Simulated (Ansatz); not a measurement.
# Geometry relaxation of C3H5IOSi (part 2 of 2)

C3H5IOSi; RKS B3LYP/def2-SVP (Ansatz 0.2.0). It belongs to a series of runs on one base structure; here: end point A relaxed.

Geometry of the input (Å):
```
C  2.4433  -1.2695  0.8163
C  1.2540  -0.9124  1.0221
O  -0.0341  -0.5569  1.2665
C  -0.6907  -0.3998  0.0713
Si -0.7651  1.2551  -0.7899
I  -2.8443  -0.7240  0.6675
H  3.4327  -1.5024  0.6251
H  -0.4733  -1.1871  -0.6477
H  -1.1900  2.3795  0.1780
H  0.5996  1.5956  -1.2428
H  -1.6665  1.2650  -1.9459
```

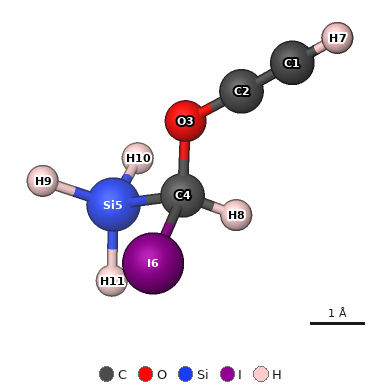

*The geometry at step 13 of the log (ball-and-stick view, seen at a tilt; atoms are numbered from 1 in the order of the input).*

Trajectory as extended XYZ, continued
```
11
Properties=species:S:1:pos:R:3:forces:R:3 step=5 energy=-21211.33785
C     2.4143   -1.3154    0.8425    0.0255   0.0793  -0.0328
C     1.3022   -0.8605    0.9986   -0.2467  -0.0477  -0.0157
O     0.1021   -0.3784    1.1878    0.0485   0.0068  -0.2446
C    -0.7845   -0.3755    0.0378    0.2937   0.0010   0.1395
Si   -0.7836    1.3499   -0.8035    0.0255  -0.0852   0.0296
I    -2.7926   -0.8946    0.7240   -0.0608  -0.0514   0.0373
H     3.4163   -1.6717    0.6962   -0.0619  -0.0223   0.0389
H    -0.5011   -1.1947   -0.6421    0.0028   0.0417   0.0520
H    -1.2500    2.3528    0.1829   -0.0423   0.0500   0.0168
H     0.6194    1.6411   -1.2116    0.0023   0.0118  -0.0272
H    -1.6770    1.2902   -1.9920    0.0134   0.0159   0.0063
11
Properties=species:S:1:pos:R:3:forces:R:3 step=6 energy=-21211.34493
C     2.4084   -1.3343    0.8481   -0.1335   0.1386  -0.0048
C     1.3030   -0.8564    0.9937    0.1001  -0.1805  -0.0336
O     0.1172   -0.3467    1.1718   -0.0513   0.0726  -0.1360
C    -0.7764   -0.3681    0.0332    0.2243   0.0134   0.1446
Si   -0.7911    1.3571   -0.8072   -0.0494  -0.0307   0.0149
I    -2.7695   -0.9283    0.7448   -0.0356  -0.0190  -0.0033
H     3.4029   -1.7146    0.7148   -0.0440  -0.0257   0.0286
H    -0.4818   -1.1872   -0.6393   -0.0079   0.0210  -0.0090
H    -1.2752    2.3577    0.1765   -0.0080   0.0154   0.0049
H     0.6083    1.6623   -1.2177    0.0056   0.0015  -0.0030
H    -1.6802    1.3016   -1.9984   -0.0003  -0.0066  -0.0032
11
Properties=species:S:1:pos:R:3:forces:R:3 step=7 energy=-21211.36056
C     2.4012   -1.4189    0.8716   -0.1533   0.1366   0.0202
C     1.3337   -0.8505    0.9739    0.2481  -0.1981   0.0577
O     0.2019   -0.2178    1.1082    0.0029  -0.1174  -0.1804
C    -0.7335   -0.3310    0.0180    0.0679   0.1139   0.1458
Si   -0.8428    1.3852   -0.8199   -0.0627   0.0511   0.0020
I    -2.6782   -0.9892    0.8041   -0.0141  -0.0216  -0.0121
H     3.3616   -1.8953    0.7899   -0.1266   0.0193   0.0093
H    -0.4306   -1.1414   -0.6611    0.0503   0.0259   0.0458
H    -1.4023    2.3674    0.1468    0.0178  -0.0342  -0.0191
H     0.5570    1.7516   -1.1812   -0.0396   0.0208  -0.0528
H    -1.7025    1.2830   -2.0296    0.0093   0.0040  -0.0164
11
Properties=species:S:1:pos:R:3:forces:R:3 step=8 energy=-21211.37211
C     2.3958   -1.5071    0.9098   -0.4375   0.3106   0.0499
C     1.3636   -0.8612    0.9748    0.4660  -0.2637   0.1372
O     0.2784   -0.1292    1.0686    0.2747  -0.3857  -0.3014
C    -0.6818   -0.2893    0.0109    0.0308   0.1352   0.1287
Si   -0.8963    1.4180   -0.8344    0.0179   0.0650   0.0097
I    -2.5930   -1.0476    0.8279    0.0683   0.0097  -0.0279
H     3.3231   -2.0642    0.8680   -0.3634   0.1768   0.0049
H    -0.3560   -1.0875   -0.6716    0.0047   0.0437   0.0143
H    -1.4953    2.3769    0.1350    0.0372  -0.0588  -0.0434
H     0.4790    1.8555   -1.2238   -0.0840   0.0033  -0.0066
H    -1.7518    1.2788   -2.0447   -0.0148  -0.0361   0.0347
11
Properties=species:S:1:pos:R:3:forces:R:3 step=9 energy=-21211.38874
C     2.3879   -1.5524    0.9481   -0.5692   0.4122   0.0399
C     1.3756   -0.8729    0.9884    0.5287  -0.3452   0.1215
O     0.3125   -0.1082    1.0519    0.2493  -0.2742  -0.3286
C    -0.6450   -0.2612   -0.0074    0.0768   0.0665   0.2041
Si   -0.9141    1.4435   -0.8440   -0.0407  -0.0129   0.0222
I    -2.5347   -1.0757    0.8085    0.0140   0.0160  -0.0290
H     3.2930   -2.1405    0.9261   -0.2597   0.1329   0.0010
H    -0.3107   -1.0485   -0.6966    0.0209   0.0382  -0.0369
H    -1.5029    2.3824    0.1498    0.0427  -0.0284  -0.0485
H     0.4298    1.9209   -1.2959   -0.1037  -0.0178   0.0107
H    -1.8257    1.2558   -2.0086    0.0409   0.0129   0.0437
11
Properties=species:S:1:pos:R:3:forces:R:3 step=11 energy=-21211.43000
C     2.3425   -1.6827    1.0729   -0.8072   0.7256  -0.0644
C     1.4204   -0.8834    0.9990    0.7883  -0.7412   0.1435
O     0.4562   -0.0029    0.9269    0.2411  -0.0482  -0.1171
C    -0.5334   -0.1923   -0.0712    0.0055  -0.0516   0.0248
Si   -0.9936    1.4987   -0.8592   -0.0143  -0.0462  -0.0516
I    -2.3210   -1.2039    0.8061    0.0339   0.0712  -0.0721
H     3.1613   -2.3798    1.1419   -0.1667   0.1250   0.0002
H    -0.1804   -0.9304   -0.8058   -0.0352   0.0387  -0.0357
H    -1.5225    2.4013    0.1968    0.0053  -0.0115  -0.0235
H     0.2521    2.0773   -1.4672   -0.1576  -0.0957   0.0863
H    -2.0160    1.2413   -1.9196    0.1071   0.0342   0.1096
11
Properties=species:S:1:pos:R:3:forces:R:3 step=12 energy=-21211.45888
C     2.2970   -1.7153    1.1365    0.0167  -0.0060   0.0111
C     1.4470   -0.8703    0.9681    0.2168  -0.1309   0.0955
O     0.5690    0.0724    0.7799   -0.0752  -0.0833  -0.0186
C    -0.4749   -0.1837   -0.1412    0.0781  -0.0632   0.0358
Si   -1.0270    1.4911   -0.8439   -0.0906   0.2396  -0.2101
I    -2.2078   -1.2014    0.8147   -0.0012  -0.0549   0.0455
H     3.0566   -2.4591    1.2894   -0.0660   0.0372   0.0081
H    -0.1442   -0.9185   -0.8918   -0.0506   0.0798   0.0095
H    -1.5275    2.3503    0.2559   -0.0143  -0.0040   0.0530
H     0.1594    2.1232   -1.4860    0.0288   0.0089  -0.0129
H    -2.0821    1.2544   -1.8612   -0.0424  -0.0232  -0.0170
11
Properties=species:S:1:pos:R:3:forces:R:3 step=13 energy=-21211.41668 accepted=F
C     2.3496   -1.7415    1.2249    0.0071  -0.0144   0.0060
C     1.5068   -0.9124    0.9691   -1.1645   0.5867  -0.5970
O     0.6069    0.0183    0.6890    0.2888  -0.2929  -0.0650
C    -0.4973   -0.1823   -0.2174    0.7660  -0.3281   0.6576
Si   -1.0563    1.5326   -0.8522    0.0475  -0.0221   0.0439
I    -2.1724   -1.2317    0.8118    0.0059   0.0261  -0.0462
H     3.0905   -2.4810    1.4535    0.0357   0.0008   0.0345
H    -0.2189   -0.8927   -1.0084    0.0406   0.0093  -0.0138
H    -1.4901    2.3582    0.3008   -0.0077   0.0194   0.0184
H     0.1138    2.1510   -1.5350    0.0018   0.0321  -0.0203
H    -2.1670    1.3245   -1.8157   -0.0212  -0.0170  -0.0180
11
Properties=species:S:1:pos:R:3:forces:R:3 step=14 energy=-21211.47108
C     2.2933   -1.7414    1.1720   -0.0799   0.0901  -0.0135
C     1.4645   -0.8821    0.9663    0.0946  -0.1155  -0.0017
O     0.6063    0.0747    0.7403   -0.0017  -0.0466  -0.0051
C    -0.4552   -0.1674   -0.1636    0.0740  -0.0475   0.0463
Si   -1.0457    1.5127   -0.8534   -0.0287   0.0489  -0.0238
I    -2.1542   -1.2284    0.8214    0.0174   0.0004   0.0010
H     3.0302   -2.4998    1.3579   -0.0468   0.0332   0.0096
H    -0.1416   -0.8864   -0.9342   -0.0131   0.0136  -0.0107
H    -1.5288    2.3486    0.2744   -0.0036   0.0158  -0.0050
H     0.1243    2.1548   -1.5194   -0.0214   0.0117  -0.0047
H    -2.1277    1.2577   -1.8412    0.0091  -0.0042   0.0076
11
Properties=species:S:1:pos:R:3:forces:R:3 step=15 energy=-21211.47308
C     2.2759   -1.7681    1.2062   -0.0065   0.0120   0.0037
C     1.4767   -0.8930    0.9616    0.1004  -0.0757   0.0024
O     0.6535    0.0832    0.7000   -0.0486  -0.0510  -0.1089
C    -0.4140   -0.1554   -0.1925   -0.1394   0.1197   0.0604
Si   -1.0579    1.5264   -0.8478   -0.0099  -0.0559  -0.0171
I    -2.1001   -1.2366    0.8188    0.0666   0.0190  -0.0402
H     2.9854   -2.5417    1.4275   -0.0237   0.0092   0.0102
H    -0.1283   -0.8595   -0.9893    0.0725   0.0091   0.0920
H    -1.5287    2.3544    0.2917    0.0036  -0.0125  -0.0006
H     0.0635    2.2074   -1.5581   -0.0029  -0.0062   0.0107
H    -2.1604    1.2260   -1.7976   -0.0121   0.0323  -0.0127
11
Properties=species:S:1:pos:R:3:forces:R:3 step=16 energy=-21211.47553
C     2.2698   -1.7795    1.2200   -0.0422   0.0515  -0.0087
C     1.4863   -0.8954    0.9539    0.0169   0.0027  -0.0477
O     0.6784    0.0918    0.6689    0.0511  -0.0877   0.0180
C    -0.4076   -0.1473   -0.1999   -0.0357  -0.0268  -0.0164
Si   -1.0692    1.5289   -0.8524    0.0117   0.0036   0.0234
I    -2.0601   -1.2519    0.8265   -0.0022   0.0204   0.0046
H     2.9639   -2.5621    1.4617   -0.0438   0.0376   0.0002
H    -0.1258   -0.8564   -0.9929    0.0378   0.0357   0.0171
H    -1.5348    2.3471    0.2965    0.0011  -0.0077  -0.0024
H     0.0448    2.2216   -1.5628   -0.0011  -0.0137   0.0061
H    -2.1800    1.2463   -1.7991    0.0064  -0.0156   0.0058
11
Properties=species:S:1:pos:R:3:forces:R:3 step=17 energy=-21211.47605
C     2.2694   -1.7769    1.2163    0.0163  -0.0156   0.0113
C     1.4856   -0.8949    0.9507   -0.0610   0.0751  -0.0642
O     0.6751    0.0899    0.6684    0.0535  -0.0378   0.0420
C    -0.4105   -0.1491   -0.2012    0.0043   0.0039   0.0135
Si   -1.0699    1.5273   -0.8512    0.0203  -0.0123   0.0119
I    -2.0660   -1.2391    0.8310    0.0034  -0.0107  -0.0122
H     2.9632   -2.5580    1.4587   -0.0106   0.0031   0.0082
H    -0.1172   -0.8516   -0.9947   -0.0228  -0.0191  -0.0047
H    -1.5379    2.3407    0.2998    0.0009   0.0036  -0.0098
H     0.0513    2.2132   -1.5561   -0.0118   0.0086  -0.0006
H    -2.1775    1.2417   -1.8011    0.0074   0.0012   0.0048
11
Properties=species:S:1:pos:R:3:forces:R:3 step=18 energy=-21211.47642
C     2.2654   -1.7776    1.2225   -0.0046   0.0108  -0.0101
C     1.4905   -0.8935    0.9367    0.0388  -0.0432   0.0433
O     0.6857    0.0917    0.6530   -0.0244   0.0299  -0.0128
C    -0.4064   -0.1493   -0.2074   -0.0100   0.0154  -0.0277
Si   -1.0703    1.5285   -0.8480   -0.0015  -0.0104  -0.0016
I    -2.0530   -1.2485    0.8285    0.0026  -0.0013   0.0023
H     2.9489   -2.5608    1.4840    0.0072  -0.0102  -0.0011
H    -0.1209   -0.8515   -1.0046   -0.0052   0.0032   0.0073
H    -1.5318    2.3392    0.3069   -0.0007   0.0043   0.0017
H     0.0412    2.2212   -1.5608    0.0023   0.0016   0.0014
H    -2.1837    1.2437   -1.7903   -0.0044   0.0000  -0.0027
11
Properties=species:S:1:pos:R:3:forces:R:3 step=19 energy=-21211.47650
C     2.2665   -1.7791    1.2229    0.0027  -0.0004  -0.0018
C     1.4905   -0.8943    0.9422   -0.0128   0.0036  -0.0085
O     0.6851    0.0916    0.6561    0.0024   0.0006  -0.0038
C    -0.4060   -0.1471   -0.2073    0.0130  -0.0262   0.0264
Si   -1.0707    1.5280   -0.8491   -0.0080   0.0271  -0.0038
I    -2.0532   -1.2477    0.8287    0.0025   0.0030  -0.0044
H     2.9511   -2.5636    1.4794   -0.0055   0.0052   0.0001
H    -0.1208   -0.8497   -1.0036    0.0031  -0.0063  -0.0046
H    -1.5336    2.3408    0.3043    0.0005  -0.0017  -0.0018
H     0.0405    2.2223   -1.5616   -0.0008  -0.0028   0.0013
H    -2.1839    1.2419   -1.7917    0.0027  -0.0021   0.0011
11
Properties=species:S:1:pos:R:3:forces:R:3 step=20 energy=-21211.47655
C     2.2660   -1.7789    1.2212    0.0007  -0.0001  -0.0008
C     1.4905   -0.8936    0.9412    0.0005  -0.0007   0.0004
O     0.6859    0.0928    0.6555    0.0001  -0.0002   0.0000
C    -0.4058   -0.1476   -0.2061   -0.0013   0.0012   0.0022
Si   -1.0708    1.5285   -0.8490    0.0002  -0.0008  -0.0007
I    -2.0523   -1.2468    0.8310   -0.0002   0.0003  -0.0002
H     2.9495   -2.5641    1.4782   -0.0003   0.0003   0.0005
H    -0.1209   -0.8509   -1.0021    0.0011  -0.0011  -0.0014
H    -1.5367    2.3404    0.3035   -0.0004   0.0008   0.0007
H     0.0416    2.2227   -1.5591    0.0000   0.0001  -0.0002
H    -2.1815    1.2407   -1.7939   -0.0004   0.0003  -0.0003
```

Summary

| quantity | value |
| --- | --- |
| outcome | converged |
| total energy | −21211.4768 eV |
| mean-field energy | −21211.4768 eV |
| largest force (length of the vector) at the end | 0.003 eV/Å |
| hardware | 2 threads of Intel Xeon @ 2.90GHz (Ice Lake), 16 GiB of memory available, shared host |
| wall time | 1.9 min (CPU time 3.6 min) |
| peak memory | 0.37 GiB |
